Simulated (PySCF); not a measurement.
# C2H6BNS2 (SMILES NB1SCCS1): levels of theory compared

We compute a comparison of 4 runs (B3LYP/6-31G*, CAM-B3LYP/6-31G**, PBE/pcseg-1, SVWN5/aug-cc-pVDZ) of C2H6BNS2. 

Program for the calculation: PySCF 2.14.0.

### 1 The system as given

C2H6BNS2 has 12 atoms, charge 0, and is taken as a singlet. As SMILES, `NB1SCCS1`. The coordinates come from a GFN2-xTB relaxation. This is one conformer, not always the lowest.

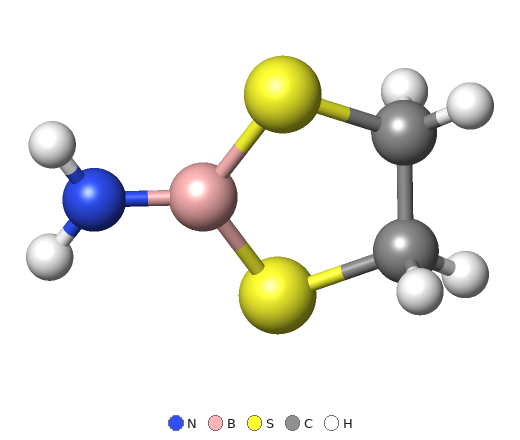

The structure, seen from a chosen angle (nitrogen blue, boron pink, sulfur yellow, carbon grey, hydrogen white).

### 2 Energy and forces at B3LYP/6-31G(d) (Cartesian functions) (run 1)

Contents of mol.xyz:

```xyz
12

N     -0.549800    -2.320300     0.889060
B     -0.250420    -1.057720     0.403970
S      1.447400    -0.415970     0.318400
C      0.931230     1.300730    -0.069920
C     -0.321280     1.273580    -0.916360
S     -1.524140     0.091010    -0.195680
H      0.144780    -2.953370     1.245280
H     -1.482740    -2.693000     0.919740
H      0.755180     1.806860     0.880680
H      1.757170     1.782290    -0.591720
H     -0.801910     2.250360    -0.952080
H     -0.105480     0.935540    -1.931360
```

Contents of calc.py:

```python
# NB1SCCS1
import pyscf.grad
from pyscf import gto, dft

mol = gto.Mole()
mol.atom = 'mol.xyz'
mol.spin = 0
mol.cart = True
mol.max_memory = 1860
mol.basis = '6-31g*'
mol.verbose = 3
mol.build()

mf = dft.RKS(mol)
mf.xc = 'b3lyp'
mf.grids.level = 5
mf.conv_tol = 1e-10
mf.kernel()
if not mf.converged:
    mf = mf.newton().run(mf.mo_coeff, mf.mo_occ)

energy = mf.e_tot
print(f'total energy: {energy:.8f} hartree')
grad = mf.Gradients().kernel()
mf.analyze()
```

The run is started by

```console
$ OMP_NUM_THREADS=1 python calc.py
```

The log of the run:

```text
converged SCF energy = -955.911714285367
total energy: -955.91171429 hartree
[... 18 lines left out ...]
MO #10  energy= -5.88662055182397  occ= 2
[... 9 lines left out ...]
MO #20  energy= -0.512881317755025 occ= 2
[... 9 lines left out ...]
MO #30  energy= -0.23935672911079  occ= 2
[... 9 lines left out ...]
MO #40  energy= 0.156865103133425  occ= 0
[... 9 lines left out ...]
MO #50  energy= 0.409761742422881  occ= 0
[... 9 lines left out ...]
MO #60  energy= 0.634548185558     occ= 0
[... 9 lines left out ...]
MO #70  energy= 0.884831967628857  occ= 0
[... 9 lines left out ...]
MO #80  energy= 1.14683535131109   occ= 0
[... 9 lines left out ...]
MO #90  energy= 1.73889024886744   occ= 0
[... 9 lines left out ...]
MO #100 energy= 2.29156994851863   occ= 0
[... 9 lines left out ...]
MO #110 energy= 4.37156801256771   occ= 0
[... 13 lines left out ...]
Dipole moment(X, Y, Z, Debye): -0.06920, -0.28886,  0.11390
```

Run time: 1.9 min. Hardware: 1 thread of Intel Xeon at 2.50GHz (Skylake/Cascade Lake), shared host; peak memory 1.1 GiB.

### 3 Energy and forces at CAM-B3LYP/6-31G(d,p) (spherical functions) (run 2)

Contents of input.py:

```python
from pyscf import gto, dft

mol = gto.M(
    atom='''
N   -0.549800  -2.320300   0.889060
B   -0.250420  -1.057720   0.403970
S    1.447400  -0.415970   0.318400
C    0.931230   1.300730  -0.069920
C   -0.321280   1.273580  -0.916360
S   -1.524140   0.091010  -0.195680
H    0.144780  -2.953370   1.245280
H   -1.482740  -2.693000   0.919740
H    0.755180   1.806860   0.880680
H    1.757170   1.782290  -0.591720
H   -0.801910   2.250360  -0.952080
H   -0.105480   0.935540  -1.931360
''',
    verbose=4,
    basis='6-31g**',
    max_memory=1860,
    spin=0,
)

myscf = dft.RKS(mol)
myscf.xc = 'cam-b3lyp'
myscf.conv_tol = 1e-10
myscf.grids.level = 5
myscf.kernel()
if not myscf.converged:
    myscf = myscf.newton().run(myscf.mo_coeff, myscf.mo_occ)

energy = myscf.e_tot
print('E(%s) = %.9f' % ('CAM-B3LYP', energy))
grad = myscf.nuc_grad_method().kernel()
dip = myscf.dip_moment()
pop, q = myscf.mulliken_pop()
```

The run is started by

```console
$ OMP_NUM_THREADS=1 python input.py
```

The log of the run:

```text
PySCF version 2.14.0

[... 82 lines left out ...]
converged SCF energy = -955.807898429616
[... 13 lines left out ...]
Dipole moment(X, Y, Z, Debye): -0.06971, -0.29110,  0.11466
[... 96 lines left out ...]
pop of  6 H 2py           0.00857
pop of  6 H 2pz           0.00834
pop of  7 H 1s            0.50766
pop of  7 H 2s            0.19955
pop of  7 H 2px           0.01186
pop of  7 H 2py           0.00637
pop of  7 H 2pz           0.00725
pop of  8 H 1s            0.52320
pop of  8 H 2s            0.31425
pop of  8 H 2px           0.00208
pop of  8 H 2py           0.00311
pop of  8 H 2pz           0.00606
pop of  9 H 1s            0.52356
pop of  9 H 2s            0.32414
pop of  9 H 2px           0.00509
pop of  9 H 2py           0.00313
pop of  9 H 2pz           0.00324
pop of  10 H 1s           0.52355
pop of  10 H 2s           0.32415
pop of  10 H 2px          0.00315
pop of  10 H 2py          0.00621
pop of  10 H 2pz          0.00210
pop of  11 H 1s           0.52316
pop of  11 H 2s           0.31432
pop of  11 H 2px          0.00218
pop of  11 H 2py          0.00265
pop of  11 H 2pz          0.00642
 ** Mulliken atomic charges  **
charge of    0N =     -0.58575
charge of    1B =      0.17239
charge of    2S =     -0.03180
charge of    3C =     -0.32099
charge of    4C =     -0.32095
charge of    5S =     -0.03178
charge of    6H =      0.26731
charge of    7H =      0.26731
charge of    8H =      0.15130
charge of    9H =      0.14084
charge of   10H =      0.14083
charge of   11H =      0.15127
```

Wall time 3.8 min (1 thread of Intel Xeon at 2.50GHz (Skylake/Cascade Lake), shared host); peak memory 1.3 GiB.

Run 3 isn't shown in full; the table further down has it.

### 4 Energy and forces at SVWN5/aug-cc-pVDZ (run 4)

Contents of input.py:

```python
from pyscf import gto, dft

mol = gto.M(
    atom=[
    ('N', (-0.549800, -2.320300, 0.889060)),
    ('B', (-0.250420, -1.057720, 0.403970)),
    ('S', (1.447400, -0.415970, 0.318400)),
    ('C', (0.931230, 1.300730, -0.069920)),
    ('C', (-0.321280, 1.273580, -0.916360)),
    ('S', (-1.524140, 0.091010, -0.195680)),
    ('H', (0.144780, -2.953370, 1.245280)),
    ('H', (-1.482740, -2.693000, 0.919740)),
    ('H', (0.755180, 1.806860, 0.880680)),
    ('H', (1.757170, 1.782290, -0.591720)),
    ('H', (-0.801910, 2.250360, -0.952080)),
    ('H', (-0.105480, 0.935540, -1.931360)),
],
    basis='aug-cc-pvdz',
    max_memory=1860,
    spin=0,
    verbose=4,
    charge=0,
)

mf = dft.RKS(mol, xc='svwn')
mf.conv_tol = 1e-10
mf.grids.level = 5
mf.kernel()
if not mf.converged:
    mf = mf.newton().run(mf.mo_coeff, mf.mo_occ)

e_tot = mf.e_tot
print('E = %.10f Eh' % e_tot)
grad = mf.nuc_grad_method().kernel()
dip = mf.dip_moment()
pop, q = mf.mulliken_pop()
```

The run is started by

```console
$ OMP_NUM_THREADS=1 python input.py
```

The log of the run:

```text
PySCF version 2.14.0

[... 86 lines left out ...]
converged SCF energy = -951.754257971136
[... 13 lines left out ...]
Dipole moment(X, Y, Z, Debye): -0.00816, -0.03109,  0.01540
[... 174 lines left out ...]
pop of  9 H 1s            0.74166
pop of  9 H 2s            0.54229
pop of  9 H 3s            0.00024
pop of  9 H 2px           0.01055
pop of  9 H 2py           0.00582
pop of  9 H 2pz           0.00745
pop of  9 H 3px          -0.02454
pop of  9 H 3py          -0.01692
pop of  9 H 3pz          -0.02197
pop of  10 H 1s           0.74165
pop of  10 H 2s           0.54207
pop of  10 H 3s           0.00023
pop of  10 H 2px          0.00671
pop of  10 H 2py          0.01165
pop of  10 H 2pz          0.00546
pop of  10 H 3px         -0.02153
pop of  10 H 3py         -0.01803
pop of  10 H 3pz         -0.02383
pop of  11 H 1s           0.74267
pop of  11 H 2s           0.54268
pop of  11 H 3s           0.01741
pop of  11 H 2px          0.00487
pop of  11 H 2py          0.00635
pop of  11 H 2pz          0.01239
pop of  11 H 3px         -0.00586
pop of  11 H 3py         -0.02452
pop of  11 H 3pz         -0.00673
 ** Mulliken atomic charges  **
charge of    0N =      0.23435
charge of    1B =      0.04576
charge of    2S =      0.13909
charge of    3C =      0.32886
charge of    4C =      0.32872
charge of    5S =      0.13924
charge of    6H =     -0.07436
charge of    7H =     -0.07416
charge of    8H =     -0.28930
charge of    9H =     -0.24458
charge of   10H =     -0.24436
charge of   11H =     -0.28926
```

It took 8.4 min on 1 thread of Intel Xeon at 2.50GHz (Skylake/Cascade Lake), shared host; peak memory 0.78 GiB.

### 5 All runs side by side

| run | level | Cartesian functions | energy (Eh) | dipole moment (D) | HOMO energy (eV) | LUMO energy (eV) | wall time |
| --- | --- | --- | --- | --- | --- | --- | --- |
| 1 | B3LYP/6-31G* (Cartesian functions) | yes | -955.911714 | 0.32 | -6.17 | 0.34 | 1.9 min |
| 2 | CAM-B3LYP/6-31G** (spherical functions) | no | -955.807898 | 0.32 | -7.72 | 1.71 | 3.8 min |
| 3 | PBE/pcseg-1 | no | -955.303956 | 0.37 | -5.45 | -0.75 | 2.2 min |
| 4 | SVWN5/aug-cc-pVDZ | no | -951.754258 | 0.04 | -5.56 | -1.15 | 8.4 min |

### 6 Outcome

| quantity | value |
| --- | --- |
| run 4: total energy | -951.75426 Eh |
| run 4: dipole moment | 0.04 D |
| run 4: HOMO energy | -5.56 eV |
| run 4: LUMO energy | -1.15 eV |
| run 4: HOMO–LUMO gap | 4.41 eV |
| run 4: largest force on an atom | 0.846 eV/Å |

What this shows: The dipole moment (its size) runs from 0.04 D (SVWN5/aug-cc-pVDZ) to 0.37 D (PBE/pcseg-1). The two ends differ in method and basis. The HOMO–LUMO gap runs from 4.41 eV (SVWN5/aug-cc-pVDZ) to 9.43 eV (CAM-B3LYP/6-31G**). Totals of different functionals can't be ranked against each other. All runs together took 16 min, the longest 8.4 min.
